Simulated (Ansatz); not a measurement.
# AlClFH3O: reaction (ligand exchange), part 2 of 2

Aim: the minimum-energy path and barrier of the reaction (ligand exchange). The ends are relaxed first, then joined by a nudged elastic band. Meant to form: Al1–Cl6, H7–H2; to break: Al1–H2, H7–Cl6. The start is a guess near the saddle point, from which both ends are pulled out.

Ansatz 0.2.0; RHF/def2-SVP.

### 7 End point B

It starts where the restrained run ended.

input.yaml reads:

```yaml
crystal:
  periodic: [false, false, false]
  atoms:
    - { symbol: Al, position_ang: [-0.066838, 0.552318, -0.357338] }
    - { symbol: H, position_ang: [0.051719, -0.025201, 2.336325] }
    - { symbol: F, position_ang: [1.310861, -0.258115, -0.726155] }
    - { symbol: O, position_ang: [-1.57574, -0.083365, -0.632404] }
    - { symbol: H, position_ang: [-1.91826, -0.892815, -0.965613] }
    - { symbol: Cl, position_ang: [0.127512, 2.576683, 0.426367] }
    - { symbol: H, position_ang: [0.101345, 0.664194, 2.160318] }
basis:
  gaussian: { orbitals: def2-SVP }
hamiltonian:
  xc: hf
relax:
  f_tol: 0.03
  max_steps: 50
output:
  orbitals: {}
```

Launch:

```bash
> ansatz run input.yaml --threads 1 --pin off --max-ram 2048MiB --backend cpu --events-out ev --progress --plain --runs-dir out
```

Output, shortened:

```text
Warning: RAYON_NUM_THREADS=1 ignored (pool sized by the plan → 1); use --threads N
[...]
Functional definition: HF
[...]
775 factors; integrals over basis functions are off by at most 7.1e-4 eV
[...]
mean field -23871.85255603 eV, -877.2744005113 hartree, gradient 6.0e-5 eV, S^2 0.000000; 0 other end points of the search recorded, 0 dependent functions left out
[...]
reference -23871.85255603 eV, -877.2744005113 hartree; 25, 25 occupied and 54, 54 virtual orbitals, 775 factors
relax step   1: F+E_penalty+E_count = -23871.85255603 eV  Δ(F+E_penalty+E_count) = +0.000e0 eV  max|allowed force component| = 1.526e0 eV/Å  Δτ_max = 0.0000 Å  (35 SCF iters, accepted)
[...]
relax step   4: F+E_penalty+E_count = -23872.01362134 eV  Δ(F+E_penalty+E_count) = +5.798e-3 eV  max|allowed force component| = 3.771e-1 eV/Å  Δτ_max = 0.0937 Å  (32 SCF iters, rejected (line search))
[...]
mean field -23872.04643328 eV, -877.2815253689 hartree, gradient 5.6e-5 eV, S^2 0.000000; 1 other end points of the search recorded, 0 dependent functions left out
[...]
reference -23872.04643328 eV, -877.2815253689 hartree; 25, 25 occupied and 54, 54 virtual orbitals, 775 factors
Total energy: -23872.04643328 eV, -877.2815253689 hartree
Atom 0 at    -0.057416     0.655449    -0.241099 Å, force    -0.024379    -0.000721     0.026794 eV/Å
Atom 1 at     0.014697    -0.216197     1.976138 Å, force     0.003080    -0.012046    -0.001357 eV/Å
Atom 2 at     1.315963    -0.221649    -0.458088 Å, force     0.028620    -0.016758    -0.015296 eV/Å
Atom 3 at    -1.554497    -0.025172    -0.508588 Å, force    -0.015298    -0.006679    -0.006773 eV/Å
Atom 4 at    -1.858886    -0.874624    -0.771921 Å, force     0.011975     0.015084    -0.001852 eV/Å
Atom 5 at     0.116619     2.702450     0.112139 Å, force    -0.001395     0.008314    -0.008319 eV/Å
Atom 6 at     0.054119     0.513441     2.132919 Å, force    -0.002603     0.012806     0.006803 eV/Å
Dipole moment:    -0.239385    -0.402292     0.116050 e Å
```

Wall time 21 s (1 thread of Arm Neoverse V1, shared host); peak memory 0.14 GiB.

The steps of the relaxation:

```
step  energy from step 1 (eV)  largest force component (eV/Å)
   1                   0.0000                          1.5263
   2                  -0.1375                          1.2073
   3                  -0.1669                          0.3082
  4x                  -0.1611                          0.3771
   5                  -0.1731                          0.1656
   6                  -0.1776                          0.1222
   7                  -0.1815                          0.2441
   8                  -0.1856                          0.3428
   9                  -0.1887                          0.3840
  10                  -0.1909                          0.3007
  11                  -0.1927                          0.2232
  12                  -0.1936                          0.0914
  13                  -0.1939                          0.0286
```

Step 1 is the start. 1 step was tried and not accepted (4; marked x where the table lists them).

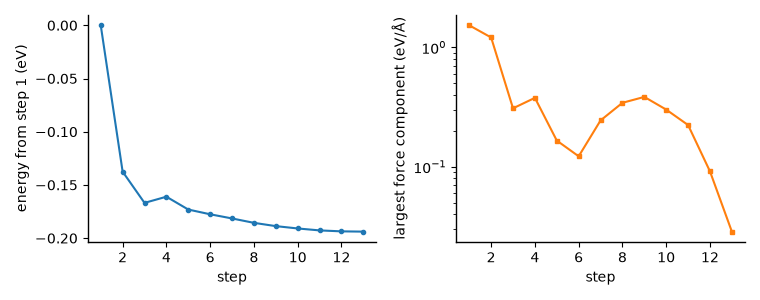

How energy and force went from step to step.

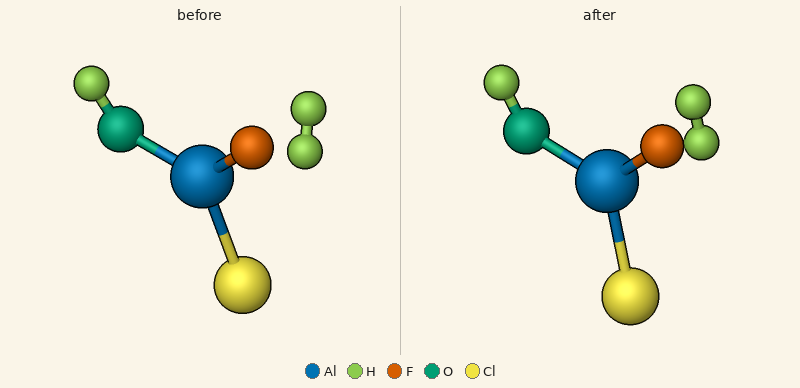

The structure before (left) and after (right), drawn at the same scale.

After: Bond lengths: Al1–F3 1.644 Å, Al1–O4 1.666 Å, O4–H5 0.940 Å, Al1–Cl6 2.085 Å. Angles: F3–Al1–O4 120.8°, F3–Al1–Cl6 118.5°, O4–Al1–Cl6 120.2°, Al1–O4–H5 134.8°.

### 8 The band

crystal.atoms is end A as relaxed above, and neb.final_atoms is end B, turned to lie on A. With 5 inner images the band has 7 in all. The start path is listed, through a guess of the saddle.

input.yaml reads:

```yaml
crystal:
  periodic: [false, false, false]
  atoms:
    - { symbol: Al, position_ang: [-0.097985, -0.324322, 0.22489] }
    - { symbol: H, position_ang: [-0.112285, -1.317338, 1.429629] }
    - { symbol: F, position_ang: [1.338628, 0.409722, -0.180807] }
    - { symbol: O, position_ang: [-1.324192, -0.191917, -0.914223] }
    - { symbol: H, position_ang: [-2.187743, -0.549945, -1.002128] }
    - { symbol: Cl, position_ang: [-0.347735, 2.143034, 1.639551] }
    - { symbol: H, position_ang: [0.761914, 2.364465, 1.044588] }
basis:
  gaussian: { orbitals: def2-SVP }
hamiltonian:
  xc: hf
neb:
  order_check: false
  images: 5
  f_tol: 0.05
  max_iterations: 60
  final_atoms:
    - { symbol: Al, position_ang: [-0.17177829, 0.83150325, -0.14762706] }
    - { symbol: H, position_ang: [0.28558791, -0.57053163, 1.7248636] }
    - { symbol: F, position_ang: [1.29549662, 0.32027014, -0.68456283] }
    - { symbol: O, position_ang: [-1.55602378, -0.02329535, -0.50711366] }
    - { symbol: H, position_ang: [-1.74288569, -0.81324325, -0.98106573] }
    - { symbol: Cl, position_ang: [-0.30065999, 2.7044482, 0.75832276] }
    - { symbol: H, position_ang: [0.22086523, 0.08454764, 2.07868292] }
  initial_path:
    images:
      - { positions_ang: [[-0.097985, -0.324322, 0.22489], [-0.112285, -1.317338, 1.429629], [1.338628, 0.409722, -0.180807], [-1.324192, -0.191917, -0.914223], [-2.187743, -0.549945, -1.002128], [-0.347735, 2.143034, 1.639551], [0.761914, 2.364465, 1.044588]] }
      - { positions_ang: [[-0.05595508, -0.19287914, 0.13569127], [-0.07116861, -0.94588444, 1.56895548], [1.39085505, 0.37078299, -0.40423476], [-1.38326666, -0.09806554, -0.92712457], [-2.10878083, -0.63718092, -0.96024034], [-0.24451767, 2.20591154, 1.45617263], [0.50343581, 1.83101451, 1.37228029]] }
      - { positions_ang: [[-0.01392516, -0.06143628, 0.04649254], [-0.03005223, -0.57443088, 1.70828196], [1.4430821, 0.33184398, -0.62766252], [-1.44234132, -0.00421408, -0.94002614], [-2.02981866, -0.72441683, -0.91835267], [-0.14130034, 2.26878908, 1.27279425], [0.24495761, 1.29756401, 1.69997258]] }
      - { positions_ang: [[0.02810476, 0.07000658, -0.04270619], [0.01106416, -0.20297732, 1.84760844], [1.49530914, 0.29290497, -0.85109029], [-1.50141597, 0.08963738, -0.95292771], [-1.95085649, -0.81165275, -0.87646501], [-0.03808302, 2.33166662, 1.08941588], [-0.01352058, 0.76411352, 2.02766487]] }
      - { positions_ang: [[-0.03852293, 0.32383881, -0.07767981], [0.10257208, -0.32549542, 1.8066935], [1.42870497, 0.30202669, -0.79558114], [-1.51961858, 0.05199314, -0.80432303], [-1.88153289, -0.81218292, -0.91133191], [-0.12560867, 2.45592714, 0.97905151], [0.06460802, 0.53759156, 2.04467089]] }
      - { positions_ang: [[-0.10515061, 0.57767103, -0.11265344], [0.19407999, -0.44801353, 1.76577855], [1.3621008, 0.31114841, -0.74007199], [-1.53782118, 0.0143489, -0.65571834], [-1.81220929, -0.81271308, -0.94619882], [-0.21313433, 2.58018767, 0.86868714], [0.14273662, 0.3110696, 2.06167691]] }
      - { positions_ang: [[-0.17177829, 0.83150325, -0.14762706], [0.28558791, -0.57053163, 1.7248636], [1.29549662, 0.32027014, -0.68456283], [-1.55602378, -0.02329535, -0.50711366], [-1.74288569, -0.81324325, -0.98106573], [-0.30065999, 2.7044482, 0.75832276], [0.22086523, 0.08454764, 2.07868292]] }
```

Launch:

```bash
> ansatz run input.yaml --threads 1 --pin off --max-ram 2048MiB --backend cpu --events-out ev --progress --plain --runs-dir out
```

Output:

```text
Warning: RAYON_NUM_THREADS=1 ignored (pool sized by the plan → 1); use --threads N
Engine: ansatz 0.2.0, aarch64-unknown-linux-gnu
[... 1 set-up line as earlier in the session ...]
  exchange = exact_x
  correlation = 0
779 factors; integrals over basis functions are off by at most 3.3e-4 eV
mean field evaluation 1: about -23867.0454 eV, gradient 4.5e1 eV
mean field evaluation 2: about -23867.0838 eV, gradient 4.5e1 eV
mean field evaluation 4: about -23870.9236 eV, gradient 2.3e0 eV
mean field evaluation 8: about -23870.9561 eV, gradient 2.0e-1 eV
mean field -23870.95625185 eV, -877.2414619403 hartree, gradient 3.4e-5 eV, S^2 0.000000; 0 other end points of the search recorded, 0 dependent functions left out
[... 4 lines left out ...]
mean field -23872.04641288 eV, -877.2815246191 hartree, gradient 5.6e-5 eV, S^2 0.000000; 0 other end points of the search recorded, 0 dependent functions left out
[... 2 lines left out ...]
NEB end point (image 0): max|allowed force component| = 1.592e-2 eV/Å (the criterion of neb.relax_end_points is 1.000e-2)
NEB end point (image 6): max|allowed force component| = 2.924e-2 eV/Å (the criterion of neb.relax_end_points is 1.000e-2)
[... 2 lines left out ...]
mean field -23862.36876771 eV, -876.9258777187 hartree, gradient 3.8e-5 eV, S^2 0.000000; 0 other end points of the search recorded, 0 dependent functions left out
[... 3 lines left out ...]
mean field -23869.58287090 eV, -877.1909911212 hartree, gradient 4.1e-5 eV, S^2 0.000000; 0 other end points of the search recorded, 0 dependent functions left out
[... 3 lines left out ...]
mean field -23868.85475936 eV, -877.1642335155 hartree, gradient 2.6e-5 eV, S^2 0.000000; 0 other end points of the search recorded, 0 dependent functions left out
[... 4 lines left out ...]
mean field -23870.46073412 eV, -877.2232519995 hartree, gradient 2.3e-5 eV, S^2 0.000000; 0 other end points of the search recorded, 0 dependent functions left out
[... 3 lines left out ...]
mean field -23871.57243032 eV, -877.2641060813 hartree, gradient 6.9e-5 eV, S^2 0.000000; 0 other end points of the search recorded, 0 dependent functions left out
[... from here on, the SCF cycles and remarks between the steps are left out, and one step in 2 is shown ...]
NEB iter   1: max|band force component| = 5.031e1 eV/Å  barrier→ = 8.5875 eV  barrier← = 9.6776 eV  Δτ_max = 0.2000 Å  (245 SCF iters)
NEB iter   2: max|band force component| = 8.302e0 eV/Å  barrier→ = 1.2548 eV  barrier← = 2.3450 eV  Δτ_max = 0.2000 Å  (162 SCF iters)
NEB iter   4: max|band force component| = 1.968e0 eV/Å  barrier→ = 0.7381 eV  barrier← = 1.8283 eV  Δτ_max = 0.1984 Å  (158 SCF iters)
NEB iter   6: max|band force component| = 9.681e-1 eV/Å  barrier→ = 0.8148 eV  barrier← = 1.9050 eV  Δτ_max = 0.0978 Å  (159 SCF iters)
NEB iter   8: max|band force component| = 6.554e-1 eV/Å  barrier→ = 0.7110 eV  barrier← = 1.8012 eV  Δτ_max = 0.0997 Å  (162 SCF iters)
NEB iter  10: max|band force component| = 1.266e0 eV/Å  barrier→ = 0.5133 eV  barrier← = 1.6035 eV  Δτ_max = 0.0503 Å  (160 SCF iters)
NEB iter  12: max|band force component| = 4.782e-1 eV/Å  barrier→ = 0.2869 eV  barrier← = 1.3770 eV  CI = image 3  Δτ_max = 0.0505 Å  (165 SCF iters)
NEB iter  14: max|band force component| = 8.409e-1 eV/Å  barrier→ = 0.3797 eV  barrier← = 1.4698 eV  CI = image 3  Δτ_max = 0.1010 Å  (162 SCF iters)
NEB iter  16: max|band force component| = 2.204e0 eV/Å  barrier→ = 0.7813 eV  barrier← = 1.8715 eV  CI = image 3  Δτ_max = 0.1007 Å  (158 SCF iters)
NEB iter  18: max|band force component| = 9.090e-1 eV/Å  barrier→ = 0.8784 eV  barrier← = 1.9686 eV  CI = image 3  Δτ_max = 0.1942 Å  (163 SCF iters)
NEB iter  20: max|band force component| = 5.453e-1 eV/Å  barrier→ = 0.8717 eV  barrier← = 1.9619 eV  CI = image 3  Δτ_max = 0.1412 Å  (163 SCF iters)
NEB iter  22: max|band force component| = 1.355e0 eV/Å  barrier→ = 0.8680 eV  barrier← = 1.9582 eV  CI = image 3  Δτ_max = 0.0974 Å  (166 SCF iters)
NEB iter  24: max|band force component| = 2.709e-1 eV/Å  barrier→ = 0.8677 eV  barrier← = 1.9578 eV  CI = image 3  Δτ_max = 0.0823 Å  (154 SCF iters)
NEB iter  26: max|band force component| = 3.522e-1 eV/Å  barrier→ = 0.8676 eV  barrier← = 1.9577 eV  CI = image 3  Δτ_max = 0.0411 Å  (150 SCF iters)
NEB iter  28: max|band force component| = 2.161e-1 eV/Å  barrier→ = 0.8674 eV  barrier← = 1.9576 eV  CI = image 3  Δτ_max = 0.0819 Å  (157 SCF iters)
NEB iter  30: max|band force component| = 2.825e-1 eV/Å  barrier→ = 0.8672 eV  barrier← = 1.9574 eV  CI = image 3  Δτ_max = 0.0415 Å  (150 SCF iters)
NEB iter  32: max|band force component| = 2.221e-1 eV/Å  barrier→ = 0.8669 eV  barrier← = 1.9571 eV  CI = image 3  Δτ_max = 0.0205 Å  (160 SCF iters)
NEB iter  34: max|band force component| = 9.009e-2 eV/Å  barrier→ = 0.8666 eV  barrier← = 1.9567 eV  CI = image 3  Δτ_max = 0.0411 Å  (162 SCF iters)
NEB iter  36: max|band force component| = 2.579e-1 eV/Å  barrier→ = 0.8661 eV  barrier← = 1.9563 eV  CI = image 3  Δτ_max = 0.0103 Å  (161 SCF iters)
NEB iter  38: max|band force component| = 1.430e-1 eV/Å  barrier→ = 0.8652 eV  barrier← = 1.9554 eV  CI = image 3  Δτ_max = 0.0103 Å  (161 SCF iters)
NEB iter  40: max|band force component| = 1.587e-1 eV/Å  barrier→ = 0.8638 eV  barrier← = 1.9540 eV  CI = image 3  Δτ_max = 0.0205 Å  (169 SCF iters)
NEB iter  42: max|band force component| = 2.183e-1 eV/Å  barrier→ = 0.8614 eV  barrier← = 1.9516 eV  CI = image 3  Δτ_max = 0.0412 Å  (161 SCF iters)
NEB iter  44: max|band force component| = 2.191e-1 eV/Å  barrier→ = 0.8577 eV  barrier← = 1.9479 eV  CI = image 3  Δτ_max = 0.0204 Å  (169 SCF iters)
NEB iter  46: max|band force component| = 1.788e-1 eV/Å  barrier→ = 0.8522 eV  barrier← = 1.9423 eV  CI = image 3  Δτ_max = 0.0823 Å  (168 SCF iters)
NEB iter  48: max|band force component| = 2.448e-1 eV/Å  barrier→ = 0.8413 eV  barrier← = 1.9315 eV  CI = image 3  Δτ_max = 0.0820 Å  (166 SCF iters)
NEB iter  50: max|band force component| = 2.573e-1 eV/Å  barrier→ = 0.8320 eV  barrier← = 1.9222 eV  CI = image 3  Δτ_max = 0.0411 Å  (155 SCF iters)
NEB iter  52: max|band force component| = 2.659e-1 eV/Å  barrier→ = 0.8249 eV  barrier← = 1.9150 eV  CI = image 3  Δτ_max = 0.0208 Å  (166 SCF iters)
NEB iter  54: max|band force component| = 1.078e-1 eV/Å  barrier→ = 0.8214 eV  barrier← = 1.9115 eV  CI = image 3  Δτ_max = 0.0413 Å  (167 SCF iters)
NEB iter  56: max|band force component| = 1.240e-1 eV/Å  barrier→ = 0.8193 eV  barrier← = 1.9095 eV  CI = image 3  Δτ_max = 0.0206 Å  (167 SCF iters)
NEB iter  58: max|band force component| = 1.692e-1 eV/Å  barrier→ = 0.8186 eV  barrier← = 1.9087 eV  CI = image 3  Δτ_max = 0.0103 Å  (167 SCF iters)
NEB iter  60: max|band force component| = 1.155e-1 eV/Å  barrier→ = 0.8182 eV  barrier← = 1.9084 eV  CI = image 3  Δτ_max = 0.0409 Å  (170 SCF iters)
[...]
this run last wrote the band of iteration 60 to <dir>
Error: NEB band did not converge after 60 iterations: max|band force component| = 1.15e-1 eV/Å (threshold 5.0e-2); raise `neb.max_iterations` in a new run, which can start from the last band evaluated (`neb.initial_path`, with `crystal.atoms` and `neb.final_atoms` set to its first and last images), add images, or start from endpoints closer to local minima. Where this run's directory can be resumed (`checkpoint.write`), a resume goes on for up to `neb.max_iterations` more; to start a new run from the last band, take its images' positions from the `neb_iteration` event of iteration 60 (`data.images[].positions_ang`), in the event stream of the run that computed that iteration (not this run's, if it was resumed behind it). With `checkpoint.write`, `steps/00-neb/state/checkpoint.json` in the run directory holds the last saved band, under `neb.evaluated.images[].positions_ang` (a band under a hybrid functional on support functions is neither saved nor resumed: `neb.initial_path` says where its path is): check the last entry of `neb.iterations` there, which is earlier than 60 if that iteration was not saved or its write failed. If the band's step has no `state` directory and holds `state.next`, a write was cut short, and the file is under `state.next` instead (behind a loss of power it can be under `state.prev`)
this run wrote the band of iteration 60 to <dir> as well, whether or not its events were kept: a new run's `neb.initial_path` can list its `images[].positions_ang`
a run's events are kept only if it was started with --events-out <file>, and are in that file
```

Run time: 4.9 min. Hardware: 1 thread of Arm Neoverse V1, shared host; peak memory 0.14 GiB.

### 9 What the band shows

The run ended unconverged after 60 band iterations. The table shows its last band, which is no minimum-energy path. Images 0 and 6 are the ends. Energies count from image 0; the path length is the program's own measure over all atoms.

| image | path (Å) | energy (eV) | Al1–Cl6 (Å) | H7–H2 (Å) | Al1–H2 (Å) | H7–Cl6 (Å) | band force (eV/Å) |
| --- | --- | --- | --- | --- | --- | --- | --- |
| 0 | 0.000 | 0.0000 | 2.86 | 3.80 | 1.56 | 1.28 | - |
| 1 | 1.180 | 0.0764 | 2.80 | 3.35 | 1.57 | 1.28 | 0.026 |
| 2 | 2.360 | 0.1316 | 2.71 | 2.63 | 1.57 | 1.28 | 0.115 |
| 3* | 3.550 | 0.8182 | 2.39 | 1.18 | 1.66 | 1.48 | 0.020 |
| 4 | 4.979 | -1.0902 | 2.09 | 0.75 | 2.34 | 2.93 | 0.017 |
| 5 | 6.408 | -1.0574 | 2.08 | 0.75 | 3.07 | 3.99 | 0.054 |
| 6 | 7.823 | -1.0902 | 2.08 | 0.75 | 2.38 | 2.98 | - |

The star marks the climbing image.

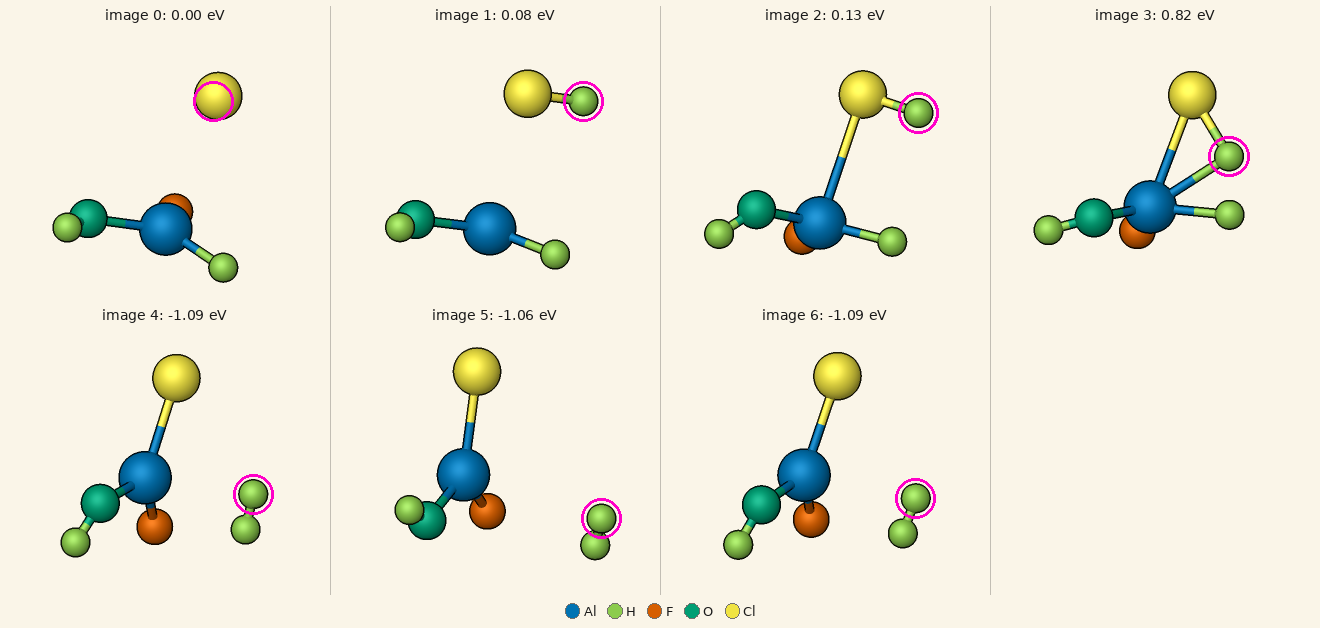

The images of the last band, seen from a free direction. Ringed: H7. Sticks join atoms closer than a bonding distance in each image.

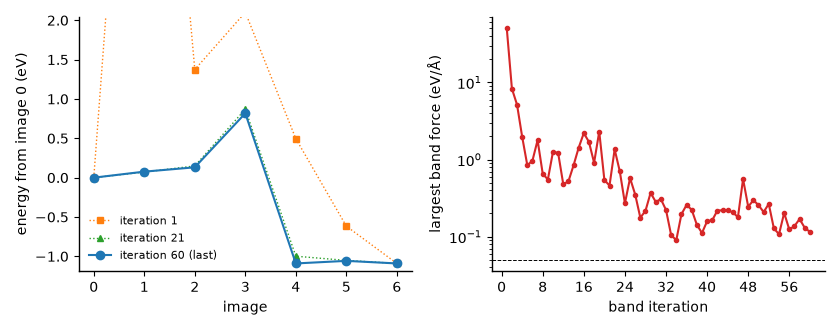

Left: energy of each image for early iterations and the last one (lines only join the points; early values far above the last band run off the scale). Right: the largest band force by iteration, with the threshold dashed.

The top of the band by iteration:

```csv
iteration,highest image above image 0 (eV),largest band force (eV/Å)
1,8.5875,50.312
6,0.8148,0.968
11,0.3382,1.218
16,0.7813,2.204
21,0.8699,0.459
26,0.8676,0.352
31,0.8671,0.307
36,0.8661,0.258
41,0.8628,0.163
46,0.8522,0.179
51,0.8279,0.209
56,0.8193,0.124
60,0.8182,0.115
```

Positions of all images (Å):

```xyz
7
image=0 dE=0.0000
Al   -0.098   -0.324    0.225
H    -0.112   -1.317    1.430
F     1.339    0.410   -0.181
O    -1.324   -0.192   -0.914
H    -2.188   -0.550   -1.002
Cl   -0.348    2.143    1.640
H     0.762    2.364    1.045
7
image=1 dE=0.0764
Al   -0.052   -0.283    0.072
H    -0.022   -1.029    1.448
F     1.408    0.168   -0.563
O    -1.385   -0.220   -0.948
H    -2.254   -0.572   -0.914
Cl   -0.346    2.261    1.197
H     0.683    2.209    1.949
7
image=2 dE=0.1316
Al   -0.014   -0.155    0.068
H     0.227   -0.721    1.509
F     1.311    0.010   -0.913
O    -1.545   -0.102   -0.628
H    -2.022   -0.604   -1.261
Cl    0.001    2.327    1.158
H     0.074    1.778    2.308
7
image=3 dE=0.8182
Al   -0.049    0.160    0.109
H     0.203   -0.203    1.713
F     1.328    0.112   -0.795
O    -1.547   -0.296   -0.473
H    -1.888   -0.488   -1.328
Cl   -0.115    2.284    1.194
H     0.098    0.964    1.821
7
image=4 dE=-1.0902
Al   -0.150    0.782   -0.137
H     0.347   -0.484    1.763
F     1.296    0.160   -0.617
O    -1.576    0.006   -0.523
H    -1.775   -0.765   -1.023
Cl   -0.199    2.696    0.690
H     0.088    0.139    2.087
7
image=5 dE=-1.0574
Al   -0.108    0.894   -0.404
H     0.620   -0.795    2.051
F     1.471    0.517   -0.616
O    -1.268   -0.248   -0.751
H    -2.207   -0.239   -0.709
Cl   -0.585    2.822    0.228
H     0.107   -0.417    2.443
7
image=6 dE=-1.0902
Al   -0.172    0.832   -0.148
H     0.286   -0.571    1.725
F     1.295    0.320   -0.685
O    -1.556   -0.023   -0.507
H    -1.743   -0.813   -0.981
Cl   -0.301    2.704    0.758
H     0.221    0.085    2.079
```

### 10 Results

What follows sums up all 2 parts.

| quantity | value |
| --- | --- |
| end A | 32 moves, 0.339 eV lower |
| end B | 11 moves, 0.194 eV lower |
| band | not converged after 60 iterations |
| highest image of the last band | 0.82 eV above image 0 (no barrier of the system) |

**Reading.** Without a converged band there is no barrier to report. Its largest force still stood at 0.12 eV/Å, against a threshold of 0.05. By distance, end A alone has Al1–H2, Cl6–H7 and end B alone has Al1–Cl6, H2–H7.
